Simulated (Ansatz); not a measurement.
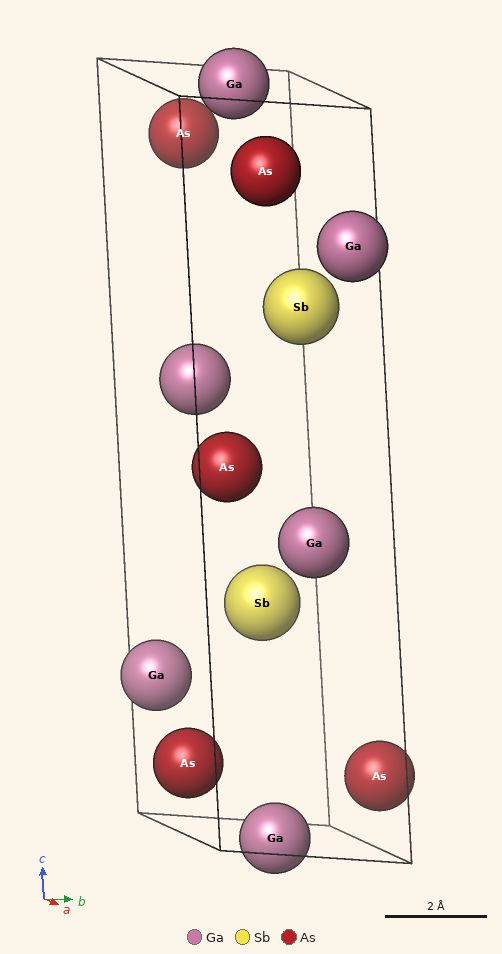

A spheres-only rendering, viewed slightly off an axis. The box is the cell (the run's own, in a reduced setting); atoms on or close to its faces, edges and corners are drawn wherever they repeat.

```xyz
10
Lattice="0.0000 -4.1978 0.0000 4.1978 0.0000 0.0000 -2.0989 2.0989 14.8442" Properties=species:S:1:pos:R:3 pbc="T T T"
Ga    2.0989   -2.0989    6.0177
Ga    0.0000    0.0000    8.8265
Ga    2.0989   -2.0989   12.0440
Ga    2.0989   -2.0989    0.0000
Ga    0.0000    0.0000    2.8002
Sb    2.0989    0.0000   10.4348
Sb    2.0989    0.0000    4.4094
As    0.0000   -2.0989   13.4452
As    0.0000   -2.0989    1.3990
As    0.0000   -2.0989    7.4221
```

Computational set-up: Ansatz, DFT PBE, scalar-relativistic, plane waves, PAW, a basis cut at 420 eV, k-points about 0.18 Å⁻¹ apart, Gaussian smearing of 0.1 eV, no spin polarisation.

Give the Bader charge of each element.

Ga +0.49 to +0.66 e; Sb -0.34 e; As -0.65 e.

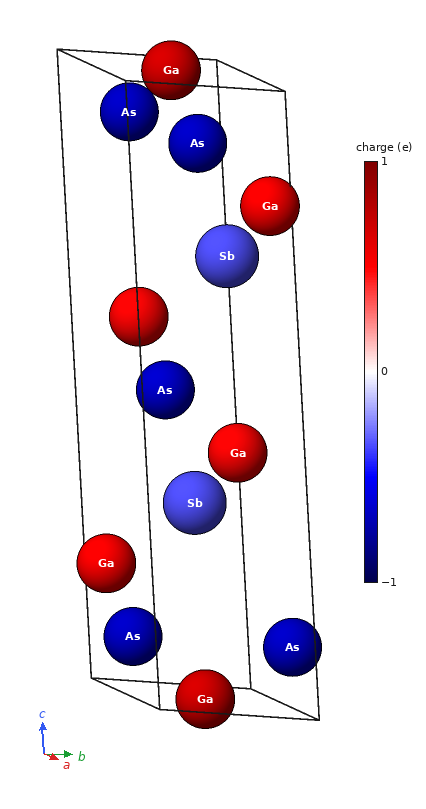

The atoms coloured by those charges.

Origin of the cell: a structure type filled with these elements by a generator (whether the compound takes this form wasn't checked). Earlier steps of the study, as a rule a relaxation of our own, may have changed the cell and positions, so they can lie some per cent off the listed ones. It was the input of a calculation with Ansatz.
